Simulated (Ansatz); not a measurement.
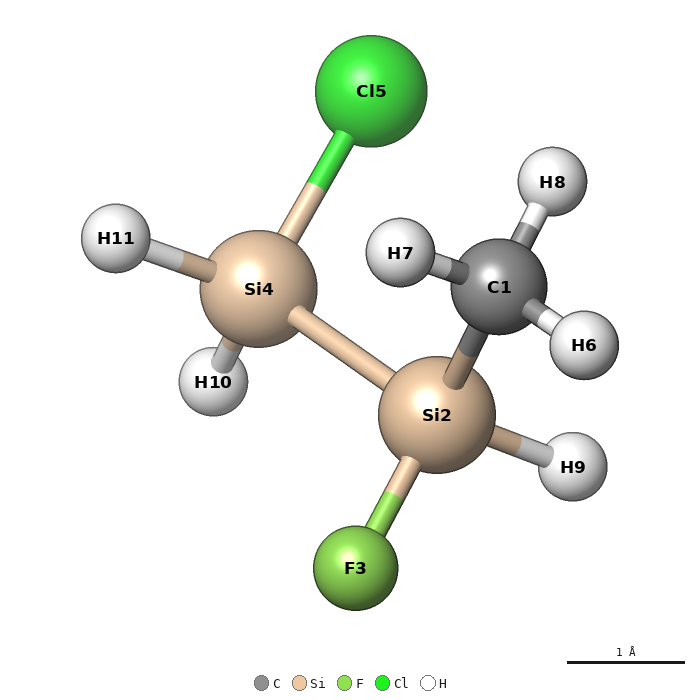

The view is orthographic, and the bar gives the scale. The geometry was computed by an optimisation with PBE0-D4/def2-TZVP.

Reconstruct the coordinates (Å) as seen: x to the right, y up, z towards the viewer, origin at the mean of the atomic positions.

```xyz
11
CH6ClFSi2
C    0.88   0.28   1.44
Si   0.35  -0.82   0.05
F   -0.35  -2.14   0.65
Si  -1.19   0.26  -1.35
Cl  -0.22   1.97  -2.03
H    1.62  -0.22   2.08
H    0.03   0.58   2.06
H    1.34   1.19   1.04
H    1.52  -1.27  -0.75
H   -1.58  -0.53  -2.54
H   -2.42   0.70  -0.64
```
